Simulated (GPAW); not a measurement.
A computed Fe K-edge spectrum of one site in a crystal of C and Fe, with its zero at a photon energy of about 7091.4 eV (LDA puts this hole about 16 eV below PBE, itself good to a few eV). Method: GPAW, LDA, excited-electron core hole (neutral cell) in a small cell, dipole transitions, broadening that rises with energy.

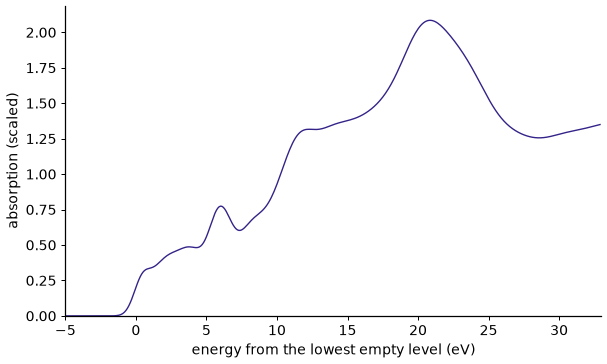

Energy from the lowest empty level; intensity scaled to a mean of 1 over the first 20 eV.

Question: What surroundings does the absorber have?

A K edge sees empty p states. The weak features of the first eV are p character mixed into the empty d bands; the main 4p edge lies above them. It is atom 1 of Fe3C (P6_322), with 2 C at 1.93 Å (bent, 127°, site symmetry 2). Its main maxima below 30 eV lie at 6.0 eV (0.77) and 20.9 eV (2.08). A near-edge spectrum doesn't fix the structure by itself; it is matched against candidates. The hole lies in one spin channel, while the script sums the empty states of both and takes the lower zero; where the two channels are split, this blurs and shifts the curve. Quadrupole 1s→3d transitions, which feed the pre-edge, are not in the dipole spectrum. The spins start ferromagnetically in a simple order, which needn't be the measured one; gap and edge can depend on it. The holes are only 6.4 Å apart, so the shape is probably not converged with cell size; no larger cell was run here. The mesh is coarse (0.34 Å⁻¹ between points), so small maxima may be mesh ripples. Lifetime broadening is put in by hand, and intensities beyond about 20 eV depend on it and on the partial waves. The structure is a computed Materials Project entry and may be a hypothetical form.

[Hosts, paths, dates, database ids (printed as entryN), source tags and the programs' standing remarks are cut or masked in the printed files.]

[Lists of maxima count a maximum above −3 eV only where it reaches 4 % of the highest in the window and stands out from its surroundings by 2 % of it (1.5 % where it reaches 55 %); shoulders and weaker maxima are passed over, and of the rest the first, up to two pre-edge ones and the few strongest are named.]
